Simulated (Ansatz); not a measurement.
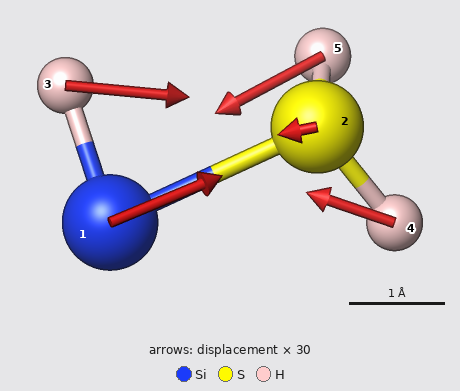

A relaxation of SiH₃S (charge +1). The starting structure is drawn; red arrows show the displacements, magnified 30 times. The two geometries are superimposed by the best rigid fit.

A ball-and-stick model, seen from a free direction.

It is one of the separated reactants of a reaction.

These are results of RKS PBE0-D4/def2-TZVP (Ansatz), not measurements.

Input
```yaml
crystal:
  periodic: [false, false, false]
  atoms:
    - {symbol: Si, position_ang: [-0.769261, -0.469879, -0.256737]}
    - {symbol: S, position_ang: [1.108610, 1.007567, -0.506469]}
    - {symbol: H, position_ang: [-0.037371, -0.903661, 1.026826]}
    - {symbol: H, position_ang: [0.573645, 2.070705, -1.185379]}
    - {symbol: H, position_ang: [1.202908, 1.643716, 0.704092]}
basis:
  gaussian: {orbitals: def2-TZVP}
total_charge: 1
hamiltonian: {xc: pbe0, dispersion: d4}
relax: {f_tol: 0.005, max_steps: 200}
```

Command:
```bash
ansatz run in.yaml --threads 2 --pin off --events-out ev --progress --plain --max-ram 4352MiB
```

What did the optimiser do to the structure, and how much energy did it gain?

Answer. After 5 accepted moves (6 points after the start) the energy has fallen by 2.49 kJ/mol. Largest force component: 0.44 eV/Å at the start, 0.0013 eV/Å at the end. The line search rejected the trial step at point 5 of the run. The largest moves after the best rigid fit, 0.045 Å, are those of Si1 and H5. Largest moves by element: H 0.045 Å, Si 0.045 Å, S 0.014 Å. Near-neighbour distances that change, for instance: Si1–S2 2.402 → 2.346 Å, Si1–H3 1.540 → 1.518 Å, S2–H4 1.370 → 1.349 Å.
